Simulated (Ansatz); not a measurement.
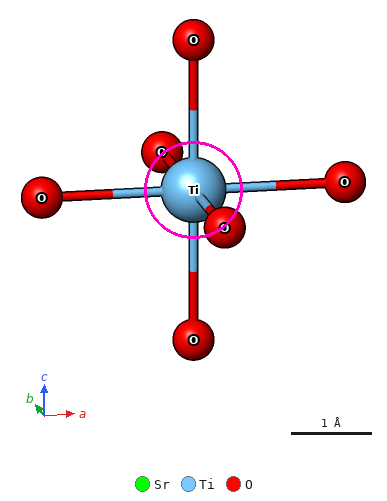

Perfect SrTiO3. A ball-and-stick model of the atoms within 3.3 Å of one point, seen slightly off an axis.

The calculation used Ansatz, DFT, PBEsol, PAW, plane waves. Set-up: plane-wave cutoff 420 eV; k-point mesh 1 × 1 × 1; mesh shifted by (0.25, 0.25, 0.25); collinear spin. Fermi-Dirac smearing of 0.01 eV. A uniform background neutralises the charged cell. The axes drawn are those of the host's conventional cell.

A titanium atom is replaced by strontium at the ringed place, in charge state +2. The supercell has 40 sites, and the atoms are relaxed at the host's cell.

Q: How do the neighbours respond?

A: In the host the Ti atom has 6 O at 1.95 Å; the Sr atom ends with 6 O at 2.24 to 2.28 Å. Of the host's atoms, an oxygen atom moves furthest from its site, by 0.89 Å. The Sr atom itself moves 0.19 Å from where it was put. The cell's net moment is 4.00 μB.

The relaxed defect, seen from the same direction:

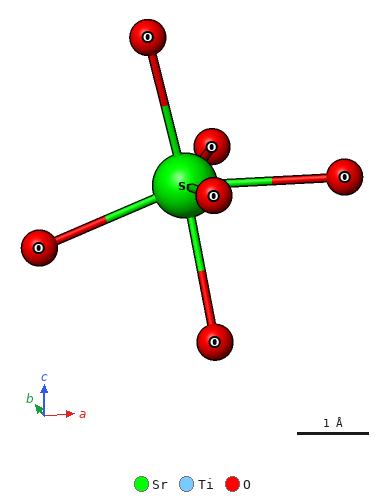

Limits of the set-up: the periodic images lie only 7.8 Å apart, so the values are limited by the cell's size; the cell is charged, on a uniform background, and energies carry no finite-size correction.
